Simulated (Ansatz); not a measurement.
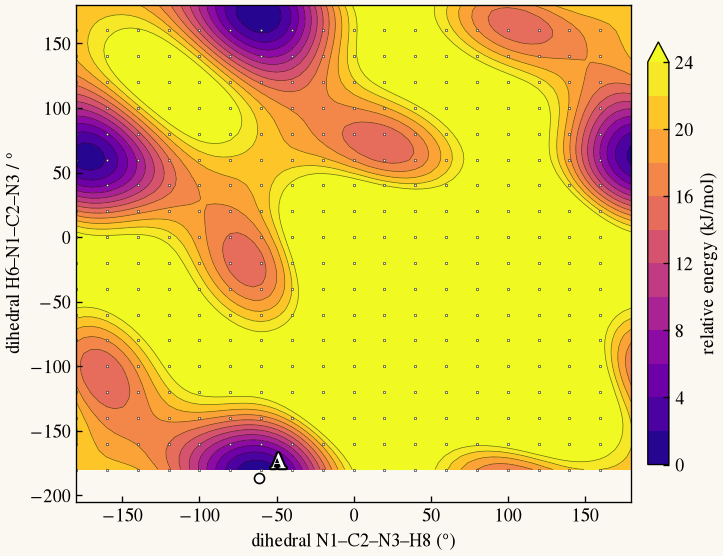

C₂H₄N₂S, SMILES NC(N)=C=S. The first coordinate is: dihedral N1–C2–N3–H8; the second: dihedral H6–N1–C2–N3. Nothing is relaxed (all other coordinates rigid). The grid has 18 × 18 points. Points are written as (first, second). Energies are in kJ/mol, from the relaxed molecule at the same level. Method: RKS B3LYP-D4/def2-SVP (Ansatz 0.2.0).

In the figure: filled contours, dots at the grid points, one colour for all values above the top of the scale, the well A. Between grid points the surface is interpolated.

### Estimate the position of the minimum and the force constants in these coordinates. Take the well at A.

The interpolated minimum is at dihedral N1–C2–N3–H8 ≈ −61°, dihedral H6–N1–C2–N3 ≈ −187°. The curvatures there are about 0.66 eV/rad² and 0.64 eV/rad², with a cross term of about 0.091 eV/rad². Round the minimum the two coordinates are weakly coupled (coupling 0.14 in units of the two stiffnesses). (1 eV is 96.5 kJ/mol.)
